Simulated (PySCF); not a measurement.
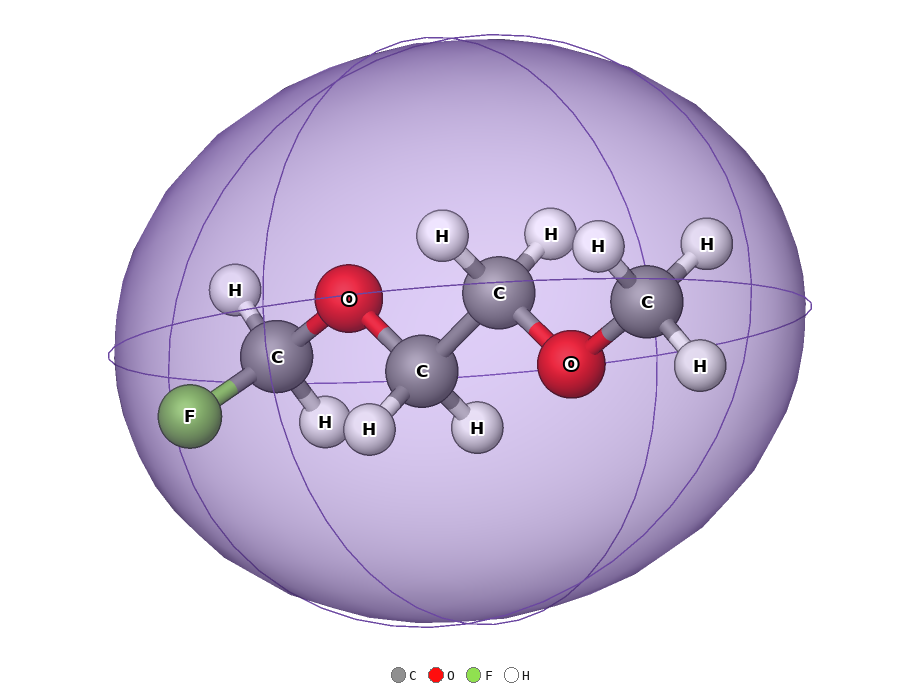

The ellipsoid shows the static dipole polarisability: its half-axes are proportional to the principal values. The geometry was computed by an optimisation with PBE0-D3(BJ)/def2-SVP. No frequency run is at hand to confirm it as a minimum. Computed with CAM-B3LYP/def2-SVPD (PySCF 2.14.0).

Question. Give the principal values, the mean and the anisotropy.

Answer. Principal values 54.7, 56.2, 76.1 bohr³; mean 62.3 bohr³ (9.24 Å³); anisotropy 20.7 bohr³, so the longest axis is 1.39 times the shortest.
